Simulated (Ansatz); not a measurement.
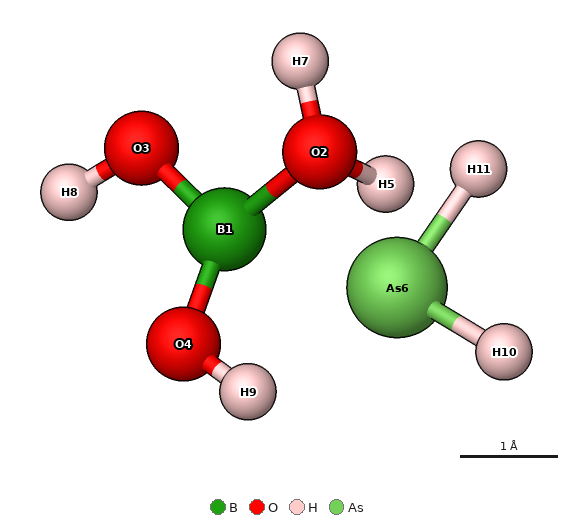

**Figure 1.** The input geometry (ball-and-stick view, seen at a tilt; atoms are numbered from 1 in the order of the input).

# Single-point calculation, with input and output: BAsH6O3

- system: BAsH6O3
- method: RKS PBE0-D4/def2-TZVPP (Ansatz 0.2.0)

The geometry is a transition state. The reaction was set up to form B1–As6 and O2–H5 and to break B1–O2 and H5–As6 (atoms counted from 1 in the order of the input); sticks are drawn by distance alone. The geometry comes from this level: PBE0-D4/def2-TZVP.

### The program's output
```
Functional definition: PBE0
  name "PBE0"
  cite "Adamo & Barone, J. Chem. Phys. 110, 6158 (1999) doi:10.1063/1.478522"
  cite "Perdew, Burke & Ernzerhof, Phys. Rev. Lett. 77, 3865 (1996) doi:10.1103/PhysRevLett.77.3865"
  parent pbe
  parameter a = 0.25
  parameter kappa = 0.804
  parameter beta = 0.06672455060314922
  exchange = (1 - a)*pbe_x(kappa = kappa, mu = beta*pi^2/3) + a*exact_x
  correlation = pbe_c(beta = beta)
1399 factors; their error is unknown
mean field evaluation 1: about -67737.3110 eV, gradient 7.7e1 eV
mean field evaluation 2: about -67725.3109 eV, gradient 1.1e2 eV
mean field evaluation 4: about -67746.3564 eV, gradient 3.3e0 eV
mean field evaluation 8: about -67746.3792 eV, gradient 9.2e-2 eV
mean field evaluation 16: about -67746.6415 eV, gradient 1.1e-4 eV
mean field -67746.64149957 eV, -2489.6431547864 hartree, gradient 3.4e-5 eV, S^2 0.000000; 0 other end points of the search recorded, 0 dependent functions left out
reference -67746.64153116 eV, -2489.6431559473 hartree; 34, 34 occupied and 222, 222 virtual orbitals, 1399 factors
Total energy: -67746.83045835 eV, -2489.6500988934 hartree
```

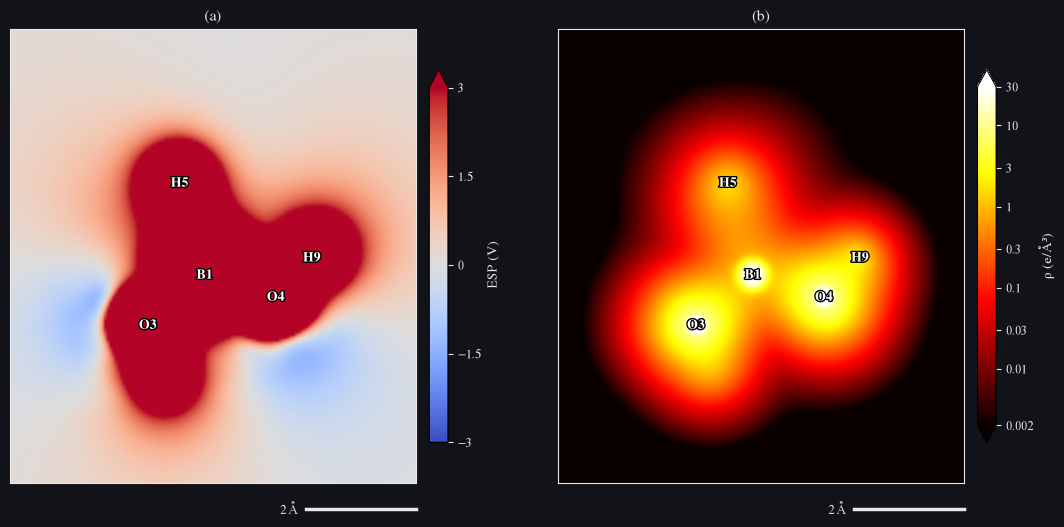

**Figure 2.** (a) electrostatic potential; (b) total electron density on the plane of atoms O3, B1 and O4.

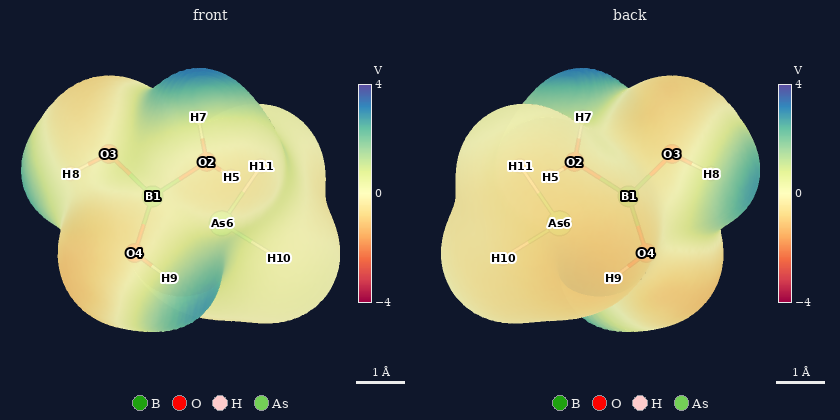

**Figure 3.** The electrostatic potential painted on the density surface at 0.002 e/bohr³, seen at a tilt and from behind; red is negative and blue positive.

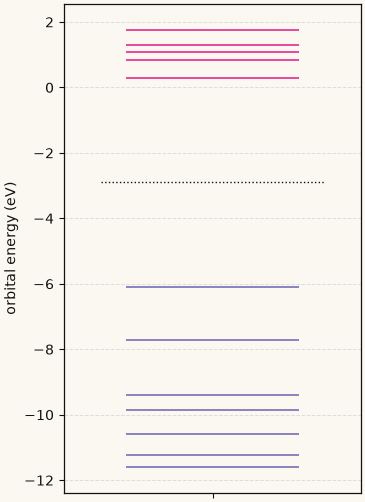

**Figure 4.** Orbital energies near the frontier; the dotted line parts filled from empty levels, and levels within 0.02 eV of each other stand side by side. Highest filled −6.11 eV, lowest empty 0.30 eV, 6.41 eV apart.

The run was set up as follows.

### Input
```yaml
crystal:
  periodic: [false, false, false]
  atoms:
    - {symbol: B, position_ang: [0.563485, 0.221409, -0.505586]}
    - {symbol: O, position_ang: [-0.304315, 1.367841, 0.038681]}
    - {symbol: O, position_ang: [1.822641, 0.290181, 0.027233]}
    - {symbol: O, position_ang: [0.365374, -0.137492, -1.809837]}
    - {symbol: H, position_ang: [-0.757627, 0.486971, 0.598169]}
    - {symbol: As, position_ang: [-0.707137, -1.485554, 0.839247]}
    - {symbol: H, position_ang: [0.229312, 1.907539, 0.642136]}
    - {symbol: H, position_ang: [2.449630, -0.271546, -0.433934]}
    - {symbol: H, position_ang: [-0.548386, -0.109560, -2.098844]}
    - {symbol: H, position_ang: [-2.175667, -1.328192, 0.456903]}
    - {symbol: H, position_ang: [-0.937511, -0.941497, 2.245930]}
basis:
  gaussian: {orbitals: def2-TZVPP}
hamiltonian: {xc: pbe0, dispersion: d4}
output: {orbitals: {seedname: orbitals}}
```

Launch command:
```bash
ansatz run in.yaml --threads 8 --pin off --events-out ev --progress --plain --max-ram 19148MiB
```

### Results in brief

- outcome: converged
- total energy: −67746.8305 eV
- mean-field energy: −67746.6415 eV
- dispersion energy: −0.1889 eV
- SCF solution under orbital rotations: stable
- HOMO: −6.11 eV
- LUMO: 0.30 eV
- hardware: 8 threads of Arm Neoverse V1, 23 GiB of memory available, shared host
- wall time: 2.3 s (CPU time 16 s)
- peak memory: 0.73 GiB
